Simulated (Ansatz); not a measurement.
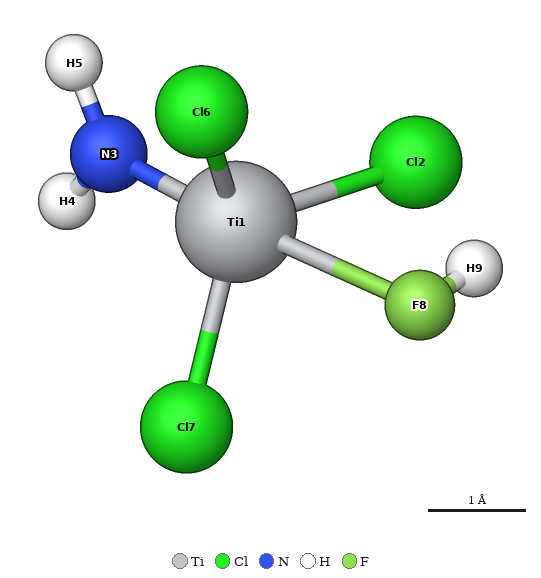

Fig. 1: The input geometry (ball-and-stick view, seen at a tilt; atoms are numbered from 1 in the order of the input). Sticks mark near contacts. Bond lengths as drawn: Cl–Ti 2.20 to 2.28 Å, F–H 0.94 Å, F–Ti 2.44 Å, H–N 1.02 Å and N–Ti 1.83 Å.

# Nudged elastic band, with input and output: TiNH3Cl3F (part 1 of 2)

- system: TiNH3Cl3F
- method: RKS B3LYP-D4/def2-SVP (Ansatz 0.2.0)

It belongs to a series of runs on one base structure; here: band between the two ends. Figures and captions count atoms from 1; the log counts them from 0 in places.

## The program's output
```
Engine: ansatz 0.2.0, aarch64-unknown-linux-gnu
Functional definition: B3LYP
  parameter a0 = 0.2
  parameter ax = 0.72
  parameter ac = 0.81
  exchange = (1 - a0 - ax)*slater_x + ax*b88_x + a0*exact_x
  correlation = (1 - ac)*vwn_rpa_c + ac*lyp_c
1379 factors; integrals over basis functions are off by at most 4.6e-4 eV
mean field evaluation 1: about -64918.8281 eV, gradient 7.1e1 eV
mean field evaluation 2: about -64721.4888 eV, gradient 3.3e2 eV
mean field evaluation 4: about -64925.0006 eV, gradient 4.3e1 eV
mean field evaluation 8: about -64929.1674 eV, gradient 1.3e-1 eV
mean field evaluation 16: about -64929.2056 eV, gradient 1.3e-4 eV
mean field -64929.20555790 eV, -2386.1042936565 hartree, gradient 3.3e-5 eV, S^2 0.000000; 0 other end points of the search recorded, 0 dependent functions left out
the calculation of the forces begins
reference -64929.20592933 eV, -2386.1043073065 hartree; 46, 46 occupied and 82, 82 virtual orbitals, 1379 factors
1384 factors; integrals over basis functions are off by at most 8.1e-4 eV
mean field evaluation 32: about -64929.5771 eV, gradient 1.8e-3 eV
mean field -64929.57708187 eV, -2386.1179469107 hartree, gradient 5.9e-5 eV, S^2 0.000000; 0 other end points of the search recorded, 0 dependent functions left out
[... from here on the field's lines of each further geometry are left out, up to the last ...]
NEB iter   1: max|band force component| = 2.121e1 eV/Å  barrier→ = 4.5901 eV  barrier← = 4.8889 eV  Δτ_max = 0.2000 Å  (318 SCF iters)
NEB iter   2: max|band force component| = 3.079e0 eV/Å  barrier→ = 1.5155 eV  barrier← = 1.8143 eV  Δτ_max = 0.1993 Å  (282 SCF iters)
NEB iter   3: max|band force component| = 1.991e0 eV/Å  barrier→ = 0.9233 eV  barrier← = 1.2221 eV  Δτ_max = 0.2000 Å  (278 SCF iters)
NEB iter   4: max|band force component| = 1.377e0 eV/Å  barrier→ = 0.7644 eV  barrier← = 1.0633 eV  Δτ_max = 0.2000 Å  (257 SCF iters)
NEB iter   5: max|band force component| = 1.175e0 eV/Å  barrier→ = 0.6529 eV  barrier← = 0.9517 eV  Δτ_max = 0.2000 Å  (271 SCF iters)
NEB iter   6: max|band force component| = 1.334e0 eV/Å  barrier→ = 0.6805 eV  barrier← = 0.9793 eV  Δτ_max = 0.1006 Å  (259 SCF iters)
NEB iter   7: max|band force component| = 7.611e-1 eV/Å  barrier→ = 0.6576 eV  barrier← = 0.9564 eV  Δτ_max = 0.1006 Å  (251 SCF iters)
NEB iter   8: max|band force component| = 3.176e-1 eV/Å  barrier→ = 0.5955 eV  barrier← = 0.8943 eV  CI = image 3  Δτ_max = 0.1967 Å  (256 SCF iters)
NEB iter   9: max|band force component| = 4.922e-1 eV/Å  barrier→ = 0.5423 eV  barrier← = 0.8411 eV  CI = image 3  Δτ_max = 0.1001 Å  (253 SCF iters)
NEB iter  10: max|band force component| = 5.663e-1 eV/Å  barrier→ = 0.5332 eV  barrier← = 0.8320 eV  CI = image 3  Δτ_max = 0.0502 Å  (254 SCF iters)
NEB iter  11: max|band force component| = 4.751e-1 eV/Å  barrier→ = 0.5129 eV  barrier← = 0.8117 eV  CI = image 3  Δτ_max = 0.0501 Å  (253 SCF iters)
NEB iter  12: max|band force component| = 3.153e-1 eV/Å  barrier→ = 0.5057 eV  barrier← = 0.8045 eV  CI = image 3  Δτ_max = 0.1003 Å  (250 SCF iters)
NEB iter  13: max|band force component| = 2.298e-1 eV/Å  barrier→ = 0.4828 eV  barrier← = 0.7816 eV  CI = image 3  Δτ_max = 0.1986 Å  (254 SCF iters)
NEB iter  14: max|band force component| = 2.356e-1 eV/Å  barrier→ = 0.4377 eV  barrier← = 0.7366 eV  CI = image 3  Δτ_max = 0.1984 Å  (249 SCF iters)
NEB iter  15: max|band force component| = 3.353e-1 eV/Å  barrier→ = 0.4014 eV  barrier← = 0.7002 eV  CI = image 3  Δτ_max = 0.0990 Å  (254 SCF iters)
NEB iter  16: max|band force component| = 4.469e-1 eV/Å  barrier→ = 0.3896 eV  barrier← = 0.6884 eV  CI = image 3  Δτ_max = 0.0502 Å  (253 SCF iters)
NEB iter  17: max|band force component| = 3.876e-1 eV/Å  barrier→ = 0.3812 eV  barrier← = 0.6801 eV  CI = image 3  Δτ_max = 0.0502 Å  (246 SCF iters)
NEB iter  18: max|band force component| = 2.251e-1 eV/Å  barrier→ = 0.3728 eV  barrier← = 0.6717 eV  CI = image 3  Δτ_max = 0.0997 Å  (235 SCF iters)
NEB iter  19: max|band force component| = 2.201e-1 eV/Å  barrier→ = 0.3632 eV  barrier← = 0.6621 eV  CI = image 3  Δτ_max = 0.1003 Å  (247 SCF iters)
NEB iter  20: max|band force component| = 3.829e-1 eV/Å  barrier→ = 0.3566 eV  barrier← = 0.6554 eV  CI = image 3  Δτ_max = 0.0500 Å  (237 SCF iters)
NEB iter  21: max|band force component| = 2.735e-1 eV/Å  barrier→ = 0.3508 eV  barrier← = 0.6497 eV  CI = image 3  Δτ_max = 0.0500 Å  (227 SCF iters)
NEB iter  22: max|band force component| = 4.802e-1 eV/Å  barrier→ = 0.3457 eV  barrier← = 0.6445 eV  CI = image 3  Δτ_max = 0.0250 Å  (252 SCF iters)
NEB iter  23: max|band force component| = 1.008e-1 eV/Å  barrier→ = 0.3432 eV  barrier← = 0.6421 eV  CI = image 3  Δτ_max = 0.0499 Å  (244 SCF iters)
NEB iter  24: max|band force component| = 4.354e-2 eV/Å  barrier→ = 0.3391 eV  barrier← = 0.6379 eV  CI = image 3  Δτ_max = 0.0381 Å  (239 SCF iters)
NEB iter  25: max|band force component| = 1.083e-1 eV/Å  barrier→ = 0.3362 eV  barrier← = 0.6350 eV  CI = image 3  Δτ_max = 0.0191 Å  (37 SCF iters)
NEB iter  26: max|band force component| = 5.948e-2 eV/Å  barrier→ = 0.3351 eV  barrier← = 0.6339 eV  CI = image 3  Δτ_max = 0.0381 Å  (233 SCF iters)
NEB iter  27: max|band force component| = 6.671e-2 eV/Å  barrier→ = 0.3337 eV  barrier← = 0.6326 eV  CI = image 3  Δτ_max = 0.0190 Å  (230 SCF iters)
NEB iter  28: max|band force component| = 5.968e-2 eV/Å  barrier→ = 0.3328 eV  barrier← = 0.6317 eV  CI = image 3  Δτ_max = 0.0219 Å  (221 SCF iters)
NEB iter  29: max|band force component| = 4.530e-2 eV/Å  barrier→ = 0.3323 eV  barrier← = 0.6311 eV  CI = image 3  Δτ_max = 0.0381 Å  (407 SCF iters)
NEB iter  30: max|band force component| = 1.122e-1 eV/Å  barrier→ = 0.3323 eV  barrier← = 0.6311 eV  CI = image 3  Δτ_max = 0.0349 Å  (36 SCF iters)
NEB iter  31: max|band force component| = 5.521e-2 eV/Å  barrier→ = 0.3325 eV  barrier← = 0.6313 eV  CI = image 3  Δτ_max = 0.0241 Å  (231 SCF iters)
the calculation of the forces begins
reference -64929.56962718 eV, -2386.1176729559 hartree; 46, 46 occupied and 82, 82 virtual orbitals, 1384 factors
1382 factors; integrals over basis functions are off by at most 8.1e-4 eV
mean field -64928.87869068 eV, -2386.0922815079 hartree, gradient 2.0e-5 eV, S^2 0.000000; 1 other end points of the search recorded, 0 dependent functions left out
the calculation of the forces begins
reference -64928.87905910 eV, -2386.0922950470 hartree; 46, 46 occupied and 82, 82 virtual orbitals, 1382 factors
NEB iter  32: max|band force component| = 3.499e-2 eV/Å  barrier→ = 0.3319 eV  barrier← = 0.6307 eV  CI = image 3  Δτ_max = 0.0000 Å  (456 SCF iters)
```

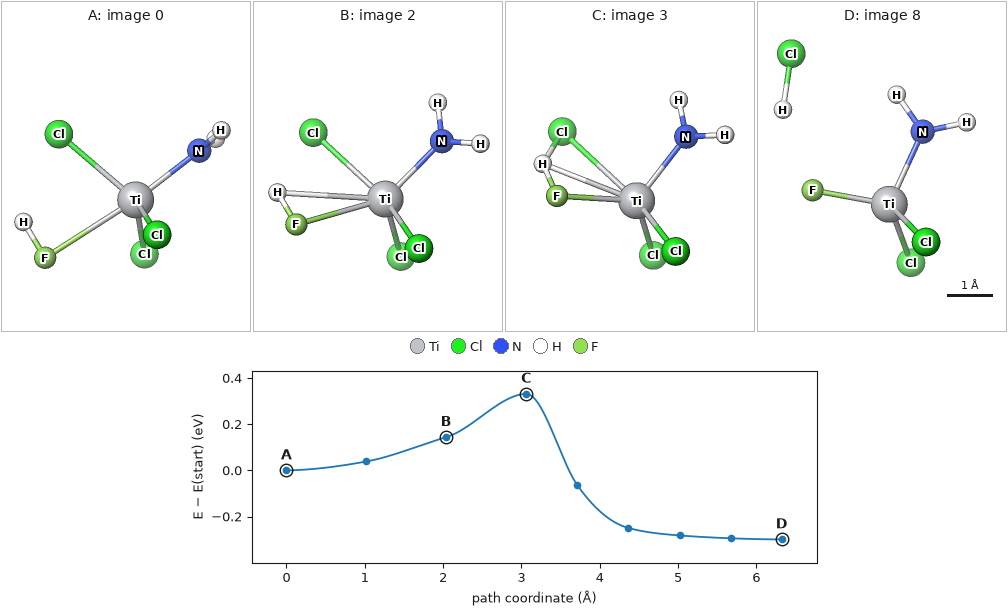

Fig. 2: Images of the last band (counted from 0; ball-and-stick, seen at a tilt) above the energy along the path; the line is a cubic interpolation that uses the forces. The highest image is number 3, 0.332 eV above the start and 0.631 eV above the end (the climbing image); the end lies 0.299 eV below the start. The path is 6.33 Å long. The band converged in 32 iterations.

```
Total energy: -64929.38379005 eV, -2386.1108435674 hartree
Atom 0 at    -0.336195     0.020867    -0.240330 Å, force     0.010010     0.003014    -0.006464 eV/Å
Atom 1 at     0.048386     1.208687     2.062386 Å, force     0.003480     0.001106    -0.001655 eV/Å
Atom 2 at     1.472131    -0.247007    -0.272126 Å, force     0.002741     0.007412     0.004547 eV/Å
Atom 3 at     1.966893    -0.811440    -0.960507 Å, force    -0.004144    -0.001298    -0.002500 eV/Å
Atom 4 at     2.095051     0.244215     0.367644 Å, force     0.001656    -0.001321    -0.001764 eV/Å
Atom 5 at    -0.888793     1.888780    -1.242371 Å, force    -0.000234    -0.000451     0.000479 eV/Å
Atom 6 at    -0.911200    -1.542415    -1.663435 Å, force     0.000341    -0.001454     0.000532 eV/Å
Atom 7 at    -1.422205    -0.761481     1.244481 Å, force    -0.005441     0.004767     0.016005 eV/Å
Atom 8 at    -0.943069    -0.000204     1.950957 Å, force    -0.008410    -0.011775    -0.009179 eV/Å
Dipole moment:     0.484395    -0.216782    -0.018113 e Å
this run last wrote the band of iteration 32 to [file]; this run last wrote the band within `neb.f_tol` of iteration 29 to [file]
```

## The last band as extended XYZ (Å, eV, eV/Å)
```
9
Properties=species:S:1:pos:R:3:forces:R:3 image=0 energy=-64929.71531
Ti   -0.0136    0.0001   -0.0086   -0.0016  -0.0038  -0.0010
Cl    0.2670    0.0010    2.2537    0.0033   0.0016  -0.0011
N     1.7209   -0.0003   -0.5899    0.0153   0.0021  -0.0036
H     2.2690   -0.8435   -0.7556   -0.0060  -0.0163   0.0024
H     2.2719    0.8426   -0.7480   -0.0079   0.0138   0.0022
Cl   -0.6690    1.9228   -0.8486   -0.0005   0.0005   0.0005
Cl   -0.6689   -1.9220   -0.8501    0.0015   0.0010  -0.0006
F    -2.2512   -0.0026    0.9703   -0.0033   0.0034  -0.0038
H    -1.8452    0.0019    1.8235   -0.0008  -0.0023   0.0049
9
Properties=species:S:1:pos:R:3:forces:R:3 image=1 energy=-64929.67659
Ti   -0.0476    0.0207   -0.0371    0.0022  -0.0013   0.0094
Cl    0.3110    0.4355    2.1856    0.0040  -0.0393   0.0173
N     1.7169   -0.0667   -0.5149    0.0055   0.0123  -0.0208
H     2.1064   -0.7443   -1.1674    0.0065   0.0011  -0.0039
H     2.4290    0.5636   -0.1464    0.0058   0.0172  -0.0195
Cl   -0.8086    1.8358   -1.0193    0.0070  -0.0075   0.0115
Cl   -0.6913   -1.8437   -1.0088    0.0082  -0.0186   0.0218
F    -2.1675   -0.2233    1.0670   -0.0179   0.0169  -0.0138
H    -1.7674    0.0224    1.8880   -0.0214   0.0193  -0.0019
9
Properties=species:S:1:pos:R:3:forces:R:3 image=2 energy=-64929.57091
Ti   -0.1566    0.0979   -0.1122    0.0009   0.0171   0.0182
Cl    0.2280    0.9513    2.0382    0.0340  -0.0369   0.0019
N     1.6327   -0.1550   -0.3957    0.0174   0.0182  -0.0204
H     2.0209   -0.7652   -1.1119    0.0073   0.0084  -0.0153
H     2.3476    0.3142    0.1574    0.0317   0.0127  -0.0245
Cl   -0.8011    1.8670   -1.2328    0.0157  -0.0065  -0.0030
Cl   -0.8343   -1.6414   -1.2967    0.0053  -0.0132   0.0398
F    -1.8766   -0.5647    1.2292   -0.0383  -0.0074  -0.0002
H    -1.4796   -0.1041    1.9712   -0.0740   0.0077   0.0035
9
Properties=species:S:1:pos:R:3:forces:R:3 image=3 energy=-64929.38342
Ti   -0.3362    0.0209   -0.2403    0.0100   0.0030  -0.0065
Cl    0.0484    1.2087    2.0624    0.0035   0.0011  -0.0017
N     1.4721   -0.2470   -0.2721    0.0027   0.0074   0.0045
H     1.9669   -0.8114   -0.9605   -0.0041  -0.0013  -0.0025
H     2.0951    0.2442    0.3676    0.0017  -0.0013  -0.0018
Cl   -0.8888    1.8888   -1.2424   -0.0002  -0.0005   0.0005
Cl   -0.9112   -1.5424   -1.6634    0.0003  -0.0015   0.0005
F    -1.4222   -0.7615    1.2445   -0.0054   0.0048   0.0160
H    -0.9431   -0.0002    1.9510   -0.0084  -0.0118  -0.0092
```
